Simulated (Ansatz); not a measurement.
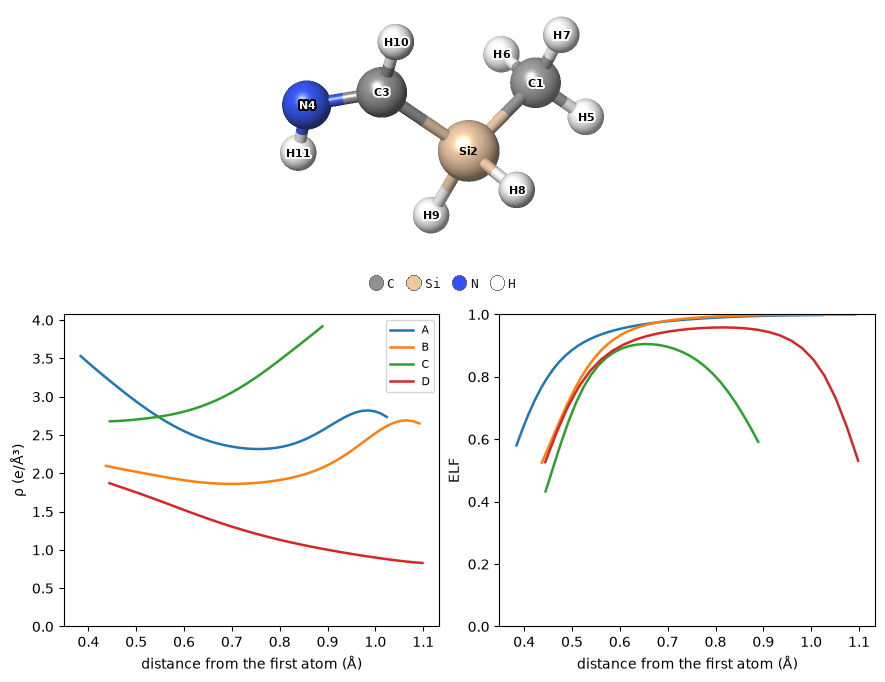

Figure 1: C₂H₇NSi (SMILES C[SiH2]C=N). Electron density and electron localisation function along straight lines between neighbouring atoms. The curves leave out the atomic cores. The structure is drawn too.

Geometry: PBE0-D4/def2-TZVP.

These are results of Ansatz 0.2.0, RKS PBE0-D4/def2-TZVPP, not measurements.

```yaml
atoms:
  - { symbol: C, position_ang: [-0.9477, 1.3776, 0.0132] }
  - { symbol: Si, position_ang: [-0.1233, -0.1537, -0.6723] }
  - { symbol: C, position_ang: [1.2455, -0.7651, 0.4821] }
  - { symbol: N, position_ang: [1.2969, -1.9011, 1.0487] }
  - { symbol: H, position_ang: [-1.7344, 1.7269, -0.6595] }
  - { symbol: H, position_ang: [-1.3960, 1.1749, 0.9881] }
  - { symbol: H, position_ang: [-0.2234, 2.1869, 0.1324] }
  - { symbol: H, position_ang: [0.4652, 0.1415, -2.0087] }
  - { symbol: H, position_ang: [-1.0885, -1.2816, -0.8023] }
  - { symbol: H, position_ang: [2.0825, -0.0895, 0.7072] }
  - { symbol: H, position_ang: [0.4884, -2.4739, 0.7918] }
```

> Which curve belongs to which contact (C–H, C–N, C–Si and N–H)? The first atom named is at distance zero.

Curve A: N–H (1.02 Å): ρ at the midpoint is about 2.9 e/Å³; the ELF climbs to about 1 towards the hydrogen, as it does in any bond to H; a covalent bond by its length. Curve B: C–H (1.09 Å): ρ at the midpoint is about 2 e/Å³; the ELF climbs to about 1 towards the hydrogen; an ordinary covalent bond to hydrogen. Curve C: C–N (1.27 Å): the density is about 2.9 e/Å³ at the midpoint; the ELF peaks at about 0.90 between the atoms; a multiple bond. Curve D: C–Si (1.87 Å): ρ at the midpoint is about 0.96 e/Å³; the ELF peaks at about 0.95 between the atoms (a shared electron pair).
